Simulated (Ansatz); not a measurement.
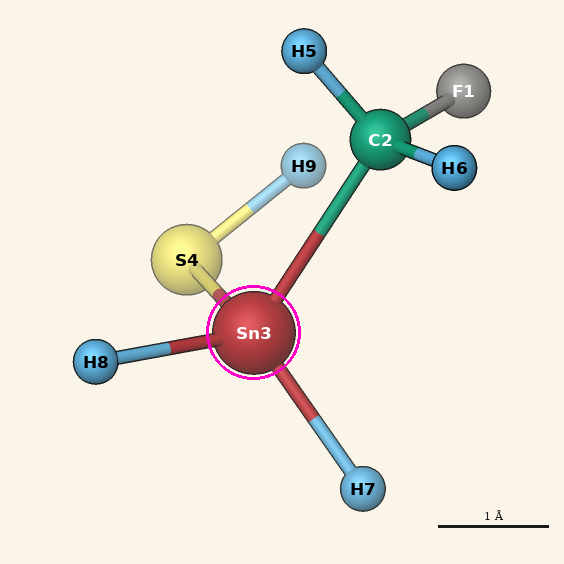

Orthographic view. Depth is shown by fading: the farther an atom, the more it takes the colour of the background. Computed geometry: PBE-D4/def2-SVP optimisation. No frequency run is at hand to confirm it as a minimum.

Question: Name the neighbours of the circled atom.

Answer: The circled atom is Sn3; it is bonded to C2, S4, H7, H8.

Question: Which atom is nearest the viewer?

Answer: H6, 1.6 Å in front of the mean position.

Question: Of Sn3 and S4, which is nearer the viewer?

Answer: Sn3; the bond to S4 points away from the viewer, so it looks shorter than its 2.44 Å.
